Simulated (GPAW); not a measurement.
SiO2 (P4_2/mnm): refractive index against wavelength

The refractive index of SiO2 (P4_2/mnm) along x below the direct gap (5.66 eV on the mesh) is read from one computed spectrum, n = √(Re ε). x, y and z are the Cartesian axes of the input cell.

Symmetry: P4_2/mnm, No. 136, tetragonal system. The conventional cell has a = 4.177 Å, b = 4.177 Å, c = 2.665 Å, α = 90.00°, β = 90.00°, γ = 90.00°. Si on site a is surrounded by 6 O at 1.76 to 1.81 Å. Around O on site f lie 3 Si at 1.76 to 1.81 Å.

Method: GPAW 26.7.0, PBE, RPA, k-mesh 8×8×12, local fields up to 70 eV, Lorentzian half width 0.12 eV.

Launch of the response step: `OMP_NUM_THREADS=1 python df.py`. The run took 4.0 min, its band step included, on 1 thread of Arm Neoverse V1 (shared host).

```
wavelength (nm)  photon energy E (eV)       n
            700                 1.771  1.8012
            633                 1.959  1.8038
            532                 2.331  1.8097
            450                 2.755  1.8180
            405                 3.061  1.8250
            365                 3.397       ?
            308                 4.025  1.8542
```

In the single-oscillator model n² − 1 = E₀E_d/(E₀² − E²), so 1/(n² − 1) = E₀/E_d − E²/(E₀E_d) is linear in E².

Working, on the rows shown:

| x = E² (eV²) | y = 1/(n² − 1) |
| --- | --- |
| 3.13716 | 0.445569 |
| 3.83641 | 0.443716 |
| 5.43137 | 0.439558 |
| 7.59115 | 0.433816 |
| 9.37179 | 0.429069 |
| 16.2043 | 0.410163 |

Means: x̄ = 7.5954, ȳ = 0.43365. Σ(x − x̄)(y − ȳ) = -0.3141, Σ(x − x̄)² = 116. Slope = -0.3141 / 116 = -0.002709; intercept = ȳ − slope · x̄ = 0.45422. Turned back into n, the line misses the rows shown by at most 0.00035.

Fill in the last column of the withheld row.

At x = 11.538 the line gives y = 0.42297, that is 1.8342. The run gave 1.8339, so the interpolation is off by 0.00029, 0.5 % of the range in the table.

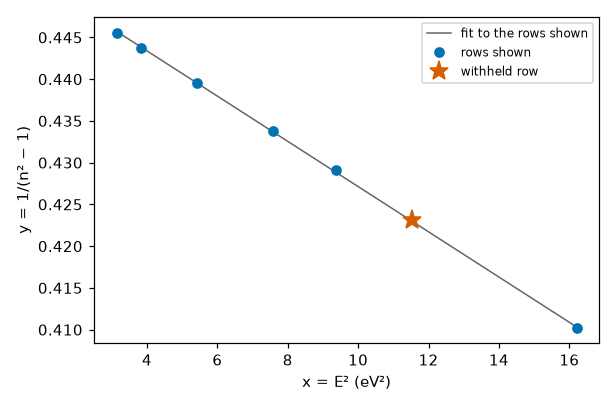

Refitted with all rows, the slope is -0.002704 and the intercept 0.45421. These give E₀ = √(intercept/−slope) = 12.96 eV and E_d = E₀/intercept = 28.5 eV; E₀ is 2.3 times the direct gap. The electronic limit at long wavelengths, without lattice vibrations, is n = √(1 + 1/intercept) = 1.789. Excitons are left out; PBE gaps are as a rule too small. The values come from a sum over the points of one k-mesh and carry its error, which grows as the direct gap shrinks. This version of GPAW has incomplete matrix elements in the optical limit, which can lower ε − 1 by up to a tenth where first-row anions or d states rule.

[Logs are printed without paths, hosts, clocks, repeated set-up lines and the standing remarks that a program may print on its own settings, such as how far it seeks lower states.]
